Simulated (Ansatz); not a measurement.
# Hypothetical P6_3/mmc PbI2: pressure series

Consider PbI$_{2}$ in the 2H-MoS2 type structure (space group P6_3/mmc, No. 194; a hypothetical phase, not in the database extracts checked).

Space group P6₃/mmc (No. 194); a = 4.398 Å, b = 4.398 Å, c = 14.845 Å, α = 90.00°, β = 90.00°, γ = 120.00°

```csv
atom,site,symmetry,x,y,z
Pb,2d,-6m2,0.6667,0.3333,0.2500
I,4f,3m.,0.3333,0.6667,0.1121
```

Cell and atoms are relaxed at each pressure.

Method: Ansatz (a quantum-chemistry and plane-wave program), PBE-D3(BJ), PAW, cutoff 420 eV, no SOC, earlier PAW set.

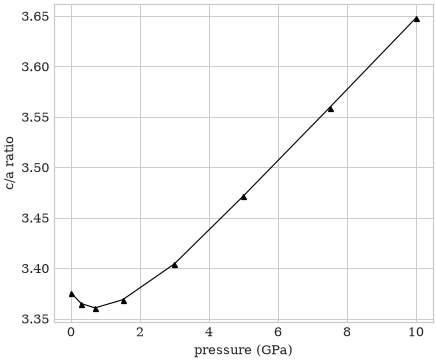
Figure: c/a ratio against pressure

Task: From the plot, what is the c/a ratio for pressure 1.5 GPa?

Result: About 3.37.

Task: Is the trend monotonic over the range shown?

Result: No, it turns within the range, spanning 3.361 to 3.648.

The mesh was chosen for an insulator and is coarse for the gapless case. Load acts through the strain it causes; cell and atoms are relaxed under it. Stability against distortions was not tested. No other phases were tried under pressure. The final runs are not spin-polarised.
